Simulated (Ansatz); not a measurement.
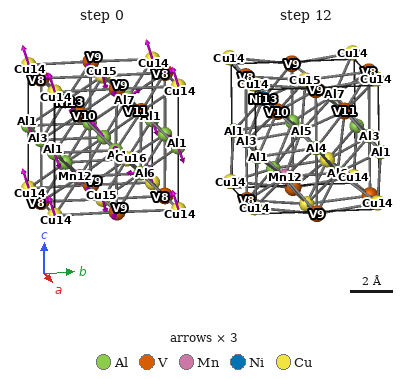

The structure of crystalline MnAl7V4Cu3Ni (a generated structure, set up in P1) (coarse preliminary run) before (left) and after (right) a relaxation, at one scale. The purple arrows give the displacements (the part carried along by the change of the cell is left out), 3 times their true length.

The picture is a ball-and-stick view of the cell of the calculation, seen slightly off an axis.

Case: elements placed on the bcc lattice at random.

Theory: DFT PBE, scalar-relativistic, plane waves, PAW (Ansatz 0.2.0). Settings: plane-wave cutoff 420 eV; k-point mesh 2 × 2 × 2; occupations gaussian; smearing width 0.1 eV; mesh shifted by (0.5, 0.5, 0.5); collinear spin; cell and atoms relaxed; force threshold 0.04 eV/Å; at most 50 steps.

> Describe what moved and what it gained.

After 11 accepted moves (12 points after the start) the energy has fallen by 75.7 meV per atom. Largest force component: 1.2 eV/Å at the start, 0.023 eV/Å at the end. The pressure goes from −4.59 to −0.02 GPa. The SCF was repeated once at an unchanged geometry on a basis and grid sized afresh for the cell, which shifted the energy by 0.2 meV per atom at most. An Al atom moves most relative to the cell: 0.39 Å roughly along [1 2 −3]. Largest moves by element: Al 0.39 Å, Cu 0.35 Å, V 0.27 Å, Ni 0.24 Å, Mn 0.20 Å. The drawn cell changes as follows: a 6.108 → 5.857 Å (−4.1 %), b 6.108 → 6.089 Å (−0.3 %), c 6.108 → 6.140 Å (+0.5 %), α 90.0° → 91.1°, γ 90.0° → 91.0°; the volume changes by −4.0 %. Near-neighbour distances that change, for instance: Al–Cu 3.098 → 2.520 Å, Al–Cu 3.049 → 2.525 Å, Al–Ni 3.022 → 2.563 Å, Al–Mn 3.021 → 2.626 Å. New bonds form: Al–Cu (3.05 → 2.52 Å), Al–Cu (3.10 → 2.52 Å). The space group stays P1 (No. 1). The run may lie on a higher electronic state than the lowest, so the end point isn't shown to be the ground-state structure.

Limits of the set-up: the k-point mesh is coarse for a cell with partly filled bands.
